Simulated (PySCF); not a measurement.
Vertical excitations of a molecule CH₅F₂NOSi from TDA-B3LYP/def2-SVPD in PySCF, as energy in eV (oscillator strength): 6.90 (0.058), 7.51 (0.002), 8.06 (0.004), 8.27 (0.002), 8.39 (0.001), 8.47 (0.035), 8.70 (0.004), 8.74 (0.001), 8.91 (0.015), 9.02 (0.038). Lowest triplet (TDA): 6.48 eV. Coordinates come from a B3LYP-D3(BJ)/def2-SVP optimisation. Other conformers were not sampled.

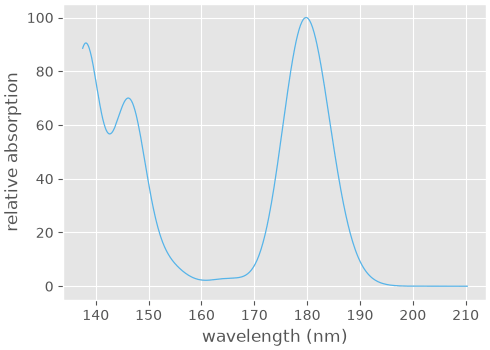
The lines broadened by 0.4 eV.

Task: Identify the compound among the candidates.
A. CN[Si](O)(F)F
B. CO[Si](N)(F)F
C. N[Si@](O)(F)CF
D. NC[Si](O)(F)F

Result: B, CO[Si](N)(F)F
